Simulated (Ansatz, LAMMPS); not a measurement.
# Static equation of state of amorphous 50SiO2-50GeO2 (mol %) (96 atoms)

Density of this cell: 3.13 g/cm³. The cell holds 96 atoms: 16 Si, 16 Ge and 64 O. Cell: a = 10.980 Å, b = 11.078 Å, c = 11.502 Å, α = 91.5°, β = 91.0°, γ = 91.6°. The starting structure: 96 atoms (16 Si, 16 Ge, 64 O) placed at random at 2.94 g/cm³, melted at 5000 K for 10 ps at fixed volume with the Morse and Coulomb pair potential with partial charges (Pedone, Malavasi, Menziani, Cormack and Segre, J. Phys. Chem. B 110, 11780 (2006)). Quenched from 5000 K to 300 K at 50 K/ps and fixed volume, held 5 ps, then minimised at fixed cell.

Calculated with Ansatz 0.2.0: Kohn-Sham DFT, PBE, PAW (set soft_2), plane waves; cutoff 420 eV, Γ point, fixed occupations. Cell and atoms were relaxed first, to V0 = 14.561 Å³ an atom at a residual P0 = -0.022 GPa. The cell was then scaled evenly, and the atoms were relaxed at each volume.

| volume (Å³/atom) | pressure (GPa) |
| --- | --- |
| 13.105 | 5.239 |
| 13.688 | ? |
| 14.124 | 1.405 |
| 14.998 | -1.394 |
| 15.435 | -2.678 |

Task: Fit the third-order Birch–Murnaghan equation to the rows given and interpolate to the withheld row.

Worked fit:

Take the Eulerian strain f = ½[(V0/V)^(2/3) − 1] and the normalised pressure F = (P − P0) / [3f(1 + 2f)^(5/2)]. The third-order Birch–Murnaghan equation is then the line F = B0 + (3/2)B0(B′ − 4) f, so u = f and v = F.

```
      u = f  v = F (GPa)
  0.0363829      40.4377
  0.0102569      44.0725
-0.00975665      49.2334
 -0.0190506      51.2163
```

With n = 4: mean u = 0.00445815, mean v = 46.2400, Σ(u − ū)² = 0.0018075, Σ(u − ū)(v − v̄) = -0.35734. Slope b = -0.35734 / 0.0018075 = -197.70; intercept a = v̄ − b ū = 47.121.

So B0 = a = 47.1 GPa and B′ = 4 + 2b/(3a) = 1.20. At the withheld volume f = 0.02106, F = a + b f = 42.96 GPa, and P = P0 + 3f(1 + 2f)^(5/2) F.

Prediction at 13.688: 2.986 GPa. The run gave 2.962 GPa, so the fit is high by 0.024 GPa (0.81 % of the value).

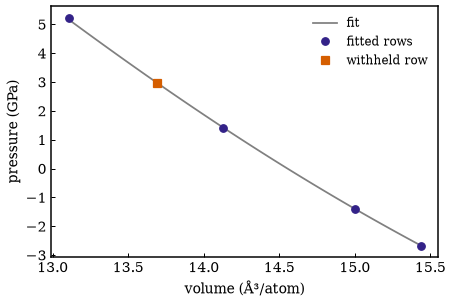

The fit, the rows that it rests on and the withheld row.

Among the rows given, the largest miss of the fit is at 13.105, by 0.066 GPa (0.84 % of the range of the table).

Limits: Static cells at zero temperature; the cell shape is held. The program notes that the SCF threshold of these relaxations is loose for the stress. The quench rate of 50 K/ps is many orders above laboratory rates, so the cell is likely richer in defects and strain than a real sample. The network of bonds at the start is that of the classical potential that made the cell, and needn't be the one that DFT or experiment would give. Only the Γ point is sampled, in a cell whose shortest periodic width is 11 Å.

[Logs are printed without paths, hosts, clocks, repeated set-up lines and the standing remarks that a program may print on its own settings, such as how far it seeks lower states.]

[Hosts, paths, dates, database ids (printed as entryN), source tags and the programs' standing remarks are cut or masked in the printed files.]
